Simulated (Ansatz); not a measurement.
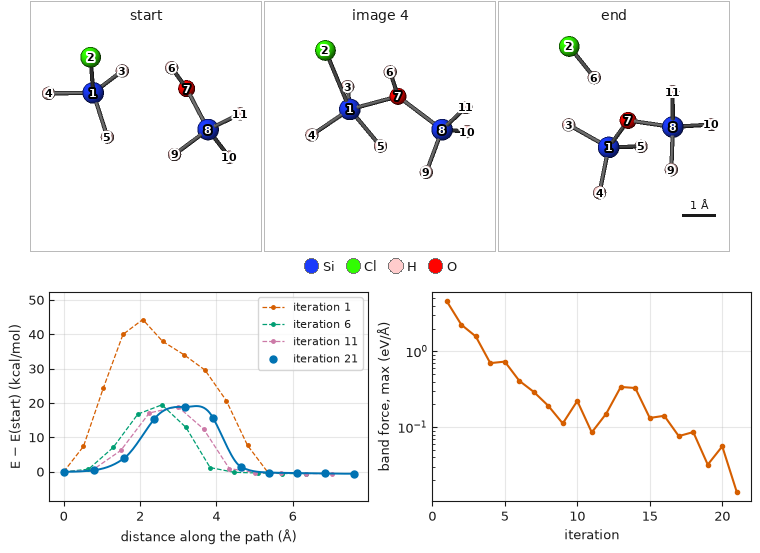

NEB run on Si2H7OCl, made up of SiH₃Cl and SiH4O. Images are numbered from 0 (start) to 10 (end). The plot follows the band through its iterations. Style: ball-and-stick. Shown at a tilt.

These are results of Ansatz 0.2.0, RKS r2SCANh/cc-pVDZ, not measurements. Settings: 9 movable images; climbing image; force threshold 0.03 eV/Å; iteration limit 60; starting path through a guess of the saddle point.

Judge this run.

Answer. The result is final at these settings. The band converged in 21 iterations. The largest component of the band force went from 4.6 to 0.014 eV/Å. The climbing image converged on the top of the path. Its vibrational analysis gives one imaginary mode (55i cm⁻¹), as a transition state must have. The first iteration put the highest image at 44.3 kcal/mol. The energy climbs by 18.9 kcal/mol to image 4 and then falls by 19.4 kcal/mol, so the end point sits at −0.6 kcal/mol.

Limits of the set-up: the start holds two separate molecules, 2.6 Å apart at their closest, whose relative position is a soft coordinate and is computed without a dispersion correction.

Cost: 13 min on 4 threads of Arm Neoverse N1 (shared host), peak memory 0.31 GiB.
